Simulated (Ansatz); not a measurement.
# Ge19.7S70.5Sb9.8 (122 atoms) in the fluid state

Wanted: pair distributions and atomic motion in Ge19.7S70.5Sb9.8 (122 atoms) at high temperature.

Method: Kohn-Sham DFT, PBE+D3(BJ), PAW (set soft_2), plane waves, in Ansatz 0.2.0.

## Step 1: Set-up

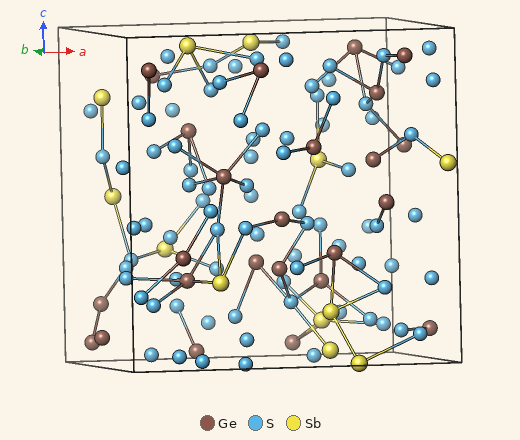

The cell as given, slightly off an axis (germanium brown, sulfur blue, antimony yellow). Bonds to atoms that aren't drawn are left out. Some periodic images of atoms are drawn too.

The cell holds 122 atoms: 24 Ge, 86 S and 12 Sb. Its edges and angles: a = 14.871 Å, b = 14.871 Å, c = 14.871 Å, α = 90.0°, β = 90.0°, γ = 90.0°. 122 atoms (24 Ge, 86 S, 12 Sb) packed at random in a cube at 3.01 g/cm³ and pushed apart as soft spheres; a start for melting by ab initio MD, not an equilibrated structure. The starting density is a measured one.

Before any run, some limits are plain. Only the Γ point is sampled, in a cell whose shortest periodic width is 15 Å. The levels lack spin–orbit coupling, which is large for the heavy elements here.

## Step 2: Single point at the start

The forces at the start show how far the geometry lies from a minimum of this functional.

input.yaml reads:

```yaml
crystal:
  lattice:
    - [14.8711, 0.0, 0.0]
    - [0.0, 14.8711, 0.0]
    - [0.0, 0.0, 14.8711]
  atoms:
    - { symbol: Ge, position: [0.85092, 0.0205, 0.92189] }
    - { symbol: Ge, position: [0.6762, 0.91815, 0.041] }
    - { symbol: Ge, position: [0.99777, 0.44614, 0.08947] }
    - { symbol: Ge, position: [0.65713, 0.17996, 0.33258] }
    [... 112 atom lines left out ...]
    - { symbol: Sb, position: [0.64532, 0.19577, 0.15634] }
    - { symbol: Sb, position: [0.06822, 0.70908, 0.7971] }
    - { symbol: Sb, position: [0.1277, 0.86837, 0.49482] }
    - { symbol: Sb, position: [0.50534, 0.60929, 0.95277] }
    - { symbol: Sb, position: [0.98047, 0.04116, 0.59691] }
    - { symbol: Sb, position: [0.70695, 0.09359, 0.00363] }
kpoints:
  mp_grid: { grid: [1, 1, 1] }
hamiltonian:
  xc: pbe
  dispersion: d3bj
scf:
  occupations: { method: fermi_dirac, width: 0.138 }
output:
  forces: true
```

Launch:

```
ansatz run input.yaml --threads 32 --pin off --max-ram 143360MiB --backend cuda --events-out ev --progress --plain --runs-dir out
```

Elapsed: 2.7 s, on 1 × NVIDIA GB200 with 32 threads of Arm Neoverse V2, shared host; peak memory 1.7 GiB.

That memory is the host's; the program planned up to 7.5 GiB on the GPU. Forces of this run were stored rounded, and per-atom blocks of the log weren't kept.

The program notes that the dispersion model switches parameters near this geometry.

Read from the output:

| Quantity | Value |
| --- | --- |
| free energy | -258417.2038 eV |
| free energy per atom | -2118.1738 eV/atom |
| SCF cycles | 8 |
| r.m.s. force component | 0.7148 eV/Å |
| longest force | 2.78 eV/Å |
| Fermi energy | 4.384 eV |

The r.m.s. force component of 0.71 eV/Å sets the starting point.

Length of the force by element:

```
element  coordination  atoms  mean length of the force (eV/Å)  spread  least  most
     Ge           all     24                            0.867   0.547  0.117  2.78
      S           all     86                             1.17   0.529  0.169  2.77
     Sb           all     12                             1.18   0.567  0.586  2.36
```

## Step 3: Melting at 1600 K

The random start is held at a high temperature, to make it forget its packing.

input.yaml: that of step 2 with these lines changed.

```diff
@@ -16 +16,8 @@
   forces: true
+md:
+  timestep: 3
+  n_steps: 340
+  ensemble: nvt_langevin
+  temperature: 1600
+  initial_velocities: maxwell_boltzmann
+  seed: 7535
```

The job ended after 4.1 min (1 × NVIDIA GB200 with 32 threads; peak memory 1.9 GiB).

That memory is the host's.

The program notes that it switched symmetry off.

Rows from the run:

```
time (fs)  T (K)  potential (meV/atom)
      0.0   1587                   0.0
     72.0   2526                -281.2
    132.0   2285                -326.2
    204.0   2040                -356.3
    276.0   1665                -386.3
    336.0   1671                -398.6
    408.0   1589                -413.4
    480.0   1597                -398.2
    540.0   1700                -426.8
    612.0   1593                -418.1
    684.0   1656                -427.3
    744.0   1658                -434.3
    816.0   1575                -437.5
    888.0   1619                -432.9
    948.0   1625                -436.5
   1020.0   1718                -450.2
```

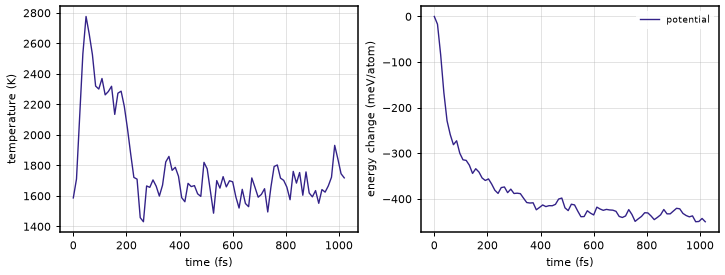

Temperature and energies against time.

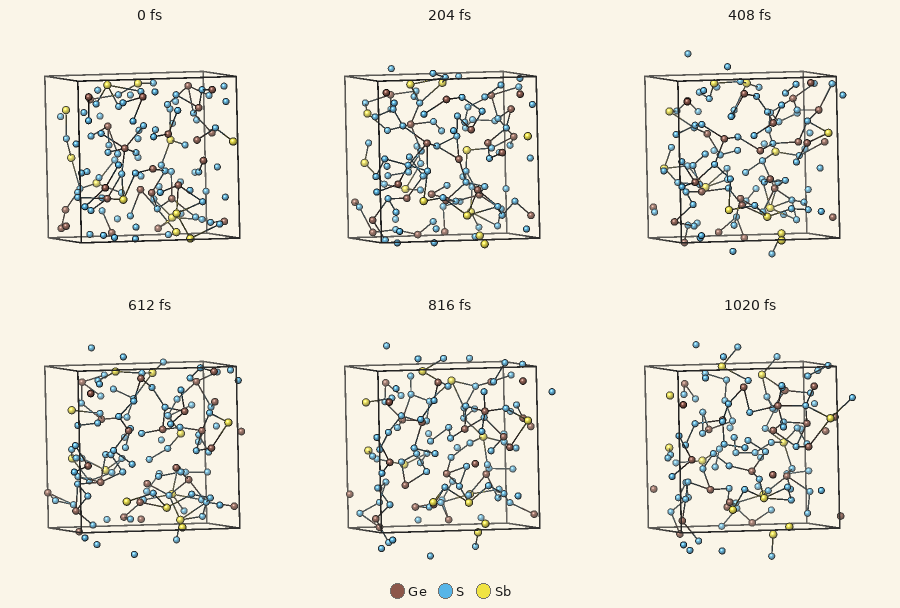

6 frames of the run. Bonds to atoms that aren't drawn are left out.

Mean square displacement from the first frame to the last: Ge 4.6 Å², S 6.4 Å², Sb 3.2 Å².

Mean square displacement against time lag:

```
time lag (fs)  Ge (Å²)   S (Å²)  Sb (Å²)
            3   5.5e-4  0.00124   3.2e-4
           45    0.102    0.204   0.0599
           87    0.298    0.523    0.179
          129    0.522    0.839    0.320
          150    0.639    0.987    0.394
          192    0.870     1.27    0.543
          234     1.09     1.52    0.689
          276     1.29     1.76    0.833
          318     1.47     1.98    0.973
          360     1.64     2.19     1.11
          381     1.73     2.30     1.18
          423     1.89     2.51     1.31
          465     2.05     2.71     1.43
          510     2.25     2.93     1.56
```

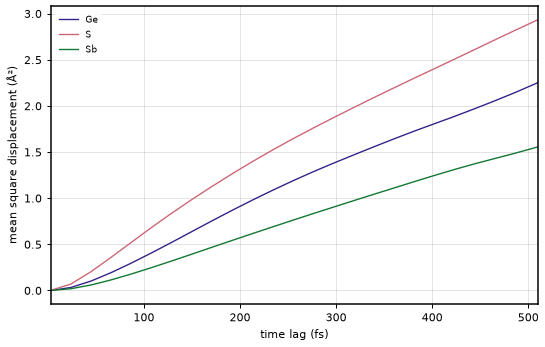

Mean square displacement, plotted against time lag.

The vibrational density of states has structure finer than the step of the table below, so its rows give means over 100 cm⁻¹, whole bins alone (the curve runs from 0 to 1487 cm⁻¹). Peaks (cm⁻¹: height): Ge 61.1: 1.07; S 81.5: 2.41.

From 273 steps of 3.0 fs, resolution about 41 cm-1. Table of vibrational density of states by wavenumber; means over each step; values in 1e-3 per cm⁻¹:

```
wavenumber (cm⁻¹)       Ge       S       Sb
              100    0.799    2.25    0.389
              200    0.345    1.47    0.177
              300    0.165   0.802   0.0678
              400   0.0733   0.514   0.0274
              500   0.0316   0.307   0.0145
              600   0.0216   0.155   0.0109
              700   0.0129  0.0808  0.00640
              800   0.0120  0.0534  0.00433
              900  0.00949  0.0383  0.00373
             1000  0.00728  0.0269  0.00375
             1100  0.00645  0.0229  0.00373
             1200  0.00502  0.0190  0.00258
             1300  0.00412  0.0157  0.00237
             1400  0.00365  0.0130  0.00174
```

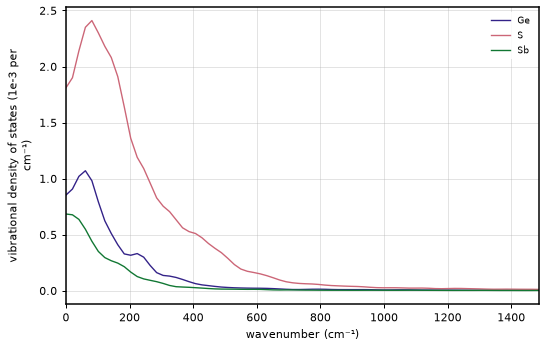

Vibrational density of states against wavenumber.

Over the second half of 1020 fs the temperature averages 1658 K with swings of 90 K r.m.s. From first frame to last S has the largest mean square displacement, 6.4 Å² at the end; the farthest move is 4.63 Å. By the end of the lags followed (0.51 ps), the least mobile element has a mean square displacement of 1.6 Å², too little over such short lags to show that the memory of the start is lost. The vibrational density of states (Ge) has its highest peak at 61.1 cm⁻¹. The Langevin noise broadens this spectrum and gives it a smooth tail at high frequency. The run spans 1.02 ps, too short for its means to be equilibrium values.

## Step 4: Liquid at 1200 K

The hot cell is sampled with a Nosé–Hoover thermostat, which disturbs diffusion little, and with stress on.

input.yaml reads:

```yaml
crystal:
  lattice:
    - [14.8711, 0.0, 0.0]
    - [0.0, 14.8711, 0.0]
    - [0.0, 0.0, 14.8711]
  atoms:
    - { symbol: Ge, position: [0.85977, 0.00774, 0.88167] }
    - { symbol: Ge, position: [0.62985, 0.87672, 0.01622] }
    - { symbol: Ge, position: [0.0978, 0.43768, 0.05815] }
    - { symbol: Ge, position: [0.57209, 0.93733, 0.34452] }
    [... 112 atom lines left out ...]
    - { symbol: Sb, position: [0.56545, 0.19045, 0.19236] }
    - { symbol: Sb, position: [0.05606, 0.52424, 0.83192] }
    - { symbol: Sb, position: [0.10597, 0.82569, 0.49808] }
    - { symbol: Sb, position: [0.66026, 0.62522, 0.93937] }
    - { symbol: Sb, position: [0.95278, 0.98188, 0.68165] }
    - { symbol: Sb, position: [0.70451, 0.10899, 0.0136] }
kpoints:
  mp_grid: { grid: [1, 1, 1] }
hamiltonian:
  xc: pbe
  dispersion: d3bj
scf:
  occupations: { method: fermi_dirac, width: 0.103 }
output:
  forces: true
  stress: true
md:
  timestep: 3
  n_steps: 370
  ensemble: nvt_nose_hoover
  temperature: 1200
  initial_velocities: maxwell_boltzmann
  seed: 1677
```

Run time: 4.4 min. Hardware: 1 × NVIDIA GB200 with 32 threads; peak memory 1.9 GiB; 18 min of CPU time.

That memory is the host's.

The program notes that the SCF threshold is loose for the stress.

Rows from the run:

```
time (fs)  T (K)  potential (meV/atom)  conserved (meV/atom)
      0.0   1200                   0.0                  0.00
     72.0   1365                 -29.3                 -0.04
    156.0   1183                 -35.7                 -0.11
    222.0   1429                 -80.6                 -0.17
    288.0   1343                 -90.5                 -0.41
    372.0   1069                 -71.2                 -0.18
    444.0   1081                 -77.1                 -0.30
    516.0   1258                 -94.1                 -0.30
    600.0   1322                 -87.7                 -0.28
    666.0   1284                 -72.3                 -0.16
    732.0   1280                 -73.5                 -0.11
    816.0   1169                 -92.3                 -0.31
    888.0   1090                 -89.6                 -0.21
    960.0   1048                 -81.7                 -0.21
   1044.0   1129                 -77.7                 -0.17
   1110.0   1233                 -79.7                 -0.16
```

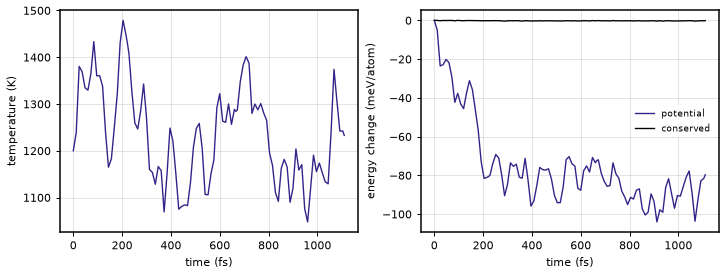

Temperature and energies against time.

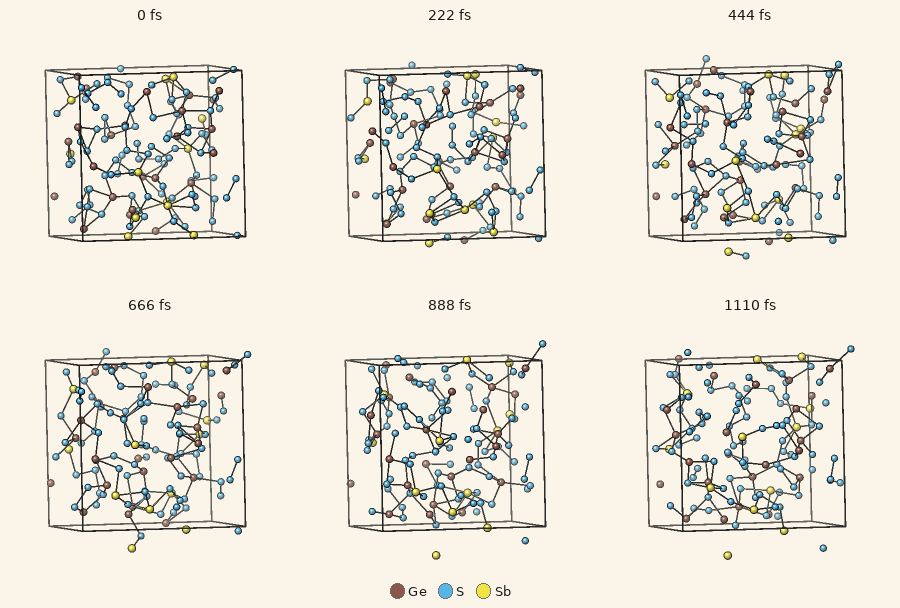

6 frames of the run. Bonds to atoms that aren't drawn are left out.

Mean square displacement from the first frame to the last: Ge 4.2 Å², S 5.1 Å², Sb 4.5 Å².

Mean square displacement against time lag:

```
time lag (fs)  Ge (Å²)  S (Å²)  Sb (Å²)
            3   3.5e-4  8.9e-4   2.1e-4
           72    0.154   0.321    0.105
          117    0.322   0.607    0.241
          186    0.605    1.03    0.505
          255    0.884    1.43    0.809
          300     1.06    1.67     1.03
          369     1.32    2.02     1.38
          438     1.54    2.35     1.76
          486     1.65    2.56     2.03
          555     1.77    2.84     2.43
```

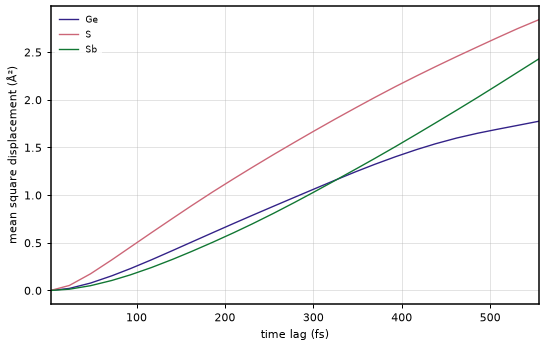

Mean square displacement against time lag.

From 297 steps of 3.0 fs, resolution about 37 cm-1. Vibrational density of states against wavenumber; read off at these points; values in 1e-3 per cm⁻¹:

```
wavenumber (cm⁻¹)       Ge        S       Sb
              0.0    0.998     2.38     1.08
             37.4     1.14     2.65    0.872
             56.2     1.08     2.75    0.718
            100.0    0.730     2.39    0.341
            200.0    0.250     1.55   0.0715
            300.0    0.174    0.943   0.0510
            400.0   0.0508    0.432  0.00673
            500.0   0.0102    0.341  0.00255
            600.0  0.00348   0.0607   6.3e-4
            700.0  0.00218   0.0142   1.9e-4
            800.0   6.0e-4  0.00676   6.8e-5
            900.0   1.9e-4  0.00494   2.3e-5
           1000.0   1.2e-4  0.00412   5.9e-6
           1100.0   4.1e-5  0.00184   2.4e-6
           1200.0   1.5e-5   3.6e-4   1.1e-6
           1300.0   7.6e-6   2.0e-4        0
```

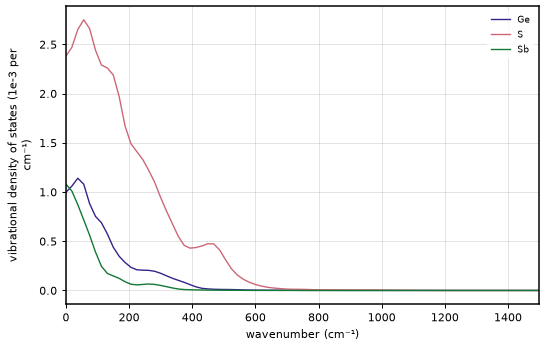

Vibrational density of states against wavenumber.

Over the second half of 1110 fs the temperature averages 1222 K with swings of 89 K r.m.s. The conserved energy stays within 0.42 meV/atom. From first frame to last S has the largest mean square displacement, 5.1 Å² at the end; the farthest move is 5.01 Å. By the end of the lags followed (0.56 ps), the least mobile element has a mean square displacement of 1.8 Å², too little over such short lags to show that the memory of the start is lost. The slope of the later half of the mean square displacement gives diffusion coefficients of about 7.8e-5 cm²/s (S); over so short a run these are rough. The vibrational density of states (Ge) has its highest peak at 37.4 cm⁻¹. The run spans 1.11 ps, too short for its means to be equilibrium values.

## Step 5: Distances and neighbours late in the run

The g(r) is a mean over the second half.

Density 3.01 g/cm³, 26.96 Å³ an atom.

Mean of 14 frames. Pair distribution functions g(r), in bins of 0.2 Å:

```
r (Å)  total   S-S  S-Ge  S-Sb  Ge-Ge  Ge-Sb  Sb-Sb
 1.80   0.08  0.15  0.00  0.00   0.00   0.00   0.00
 2.00   0.85  1.61  0.17  0.00   0.00   0.00   0.00
 2.20   0.96  0.77  1.98  0.22   0.00   0.00   0.00
 2.40   1.22  0.23  2.86  2.25   0.05   0.00   0.00
 2.60   0.99  0.12  2.02  2.63   0.10   0.00   0.00
 2.80   0.75  0.26  1.34  1.73   0.00   0.16   0.00
 3.00   0.83  0.65  1.05  1.40   0.28   0.28   0.00
 3.20   0.92  0.94  0.90  1.08   0.63   0.60   0.50
 3.40   1.19  1.34  0.98  1.03   1.12   1.59   0.65
 3.60   1.27  1.54  0.91  0.80   1.48   1.82   1.60
 3.80   1.25  1.48  0.91  0.82   1.38   2.07   0.82
 4.00   1.15  1.33  0.87  0.82   1.28   1.83   0.90
 4.20   1.00  1.03  0.89  0.85   1.29   1.45   1.85
 4.40   0.86  0.93  0.74  0.66   1.02   1.29   1.28
 4.60   0.89  0.94  0.85  0.59   1.17   1.12   1.30
 4.80   0.90  0.92  0.89  0.77   0.92   1.06   0.73
 5.00   0.89  0.92  0.89  0.77   0.88   0.91   0.87
 5.20   1.02  1.02  1.06  0.94   1.00   1.03   1.16
 5.40   0.99  0.94  1.07  1.08   0.91   0.87   1.29
 5.60   1.02  1.00  1.04  1.21   0.68   0.86   0.96
 5.80   1.04  0.99  1.04  1.25   0.90   0.91   1.15
 6.00   1.04  0.98  1.16  1.17   0.81   0.86   1.09
 6.20   1.02  0.96  1.12  1.20   0.82   0.73   0.88
 6.40   1.01  0.99  1.03  1.17   0.89   0.92   0.44
 6.60   1.02  0.99  1.00  1.18   1.14   1.03   0.68
 6.80   1.02  1.04  0.96  1.02   1.17   1.03   0.51
 7.00   1.00  1.00  1.01  1.00   1.07   0.90   0.75
 7.20   1.01  1.00  1.04  0.96   1.07   1.09   0.75
```

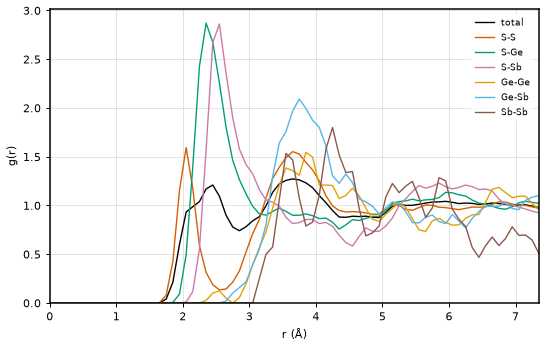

Pair distribution functions, lightly smoothed.

## Step 6: Results

| Property | Result |
| --- | --- |
| mean temperature, second half (liquid at 1200 K) | 1222 K |
| temperature swing, second half (liquid at 1200 K) | 89 K |
| mean pressure, second half (liquid at 1200 K) | 0.0573 GPa |
| slope of the conserved energy against time, by least squares (liquid at 1200 K) | -0.1294 meV/atom/ps |
| wall time of the 3 DFT runs | 8.5 min |

What this shows: Melting at 1600 K: by the end of the lags followed (0.51 ps), the least mobile element has a mean square displacement of 1.6 Å², too little over such short lags to show that the memory of the start is lost. Liquid at 1200 K: by the end of the lags followed (0.56 ps), the least mobile element has a mean square displacement of 1.8 Å², too little over such short lags to show that the memory of the start is lost. Liquid at 1200 K: the slope of the later half of the mean square displacement gives diffusion coefficients of about 7.8e-5 cm²/s (S); over so short a run these are rough.

What to keep in mind: The program warns that the dispersion model switches its C6 values near this geometry, which can put artefacts into forces and pressure.

[Logs are printed without paths, hosts, clocks, repeated set-up lines and the standing remarks that a program may print on its own settings, such as how far it seeks lower states.]

[Hosts, paths, dates, database ids (printed as entryN), source tags and the programs' standing remarks are cut or masked in the printed files.]
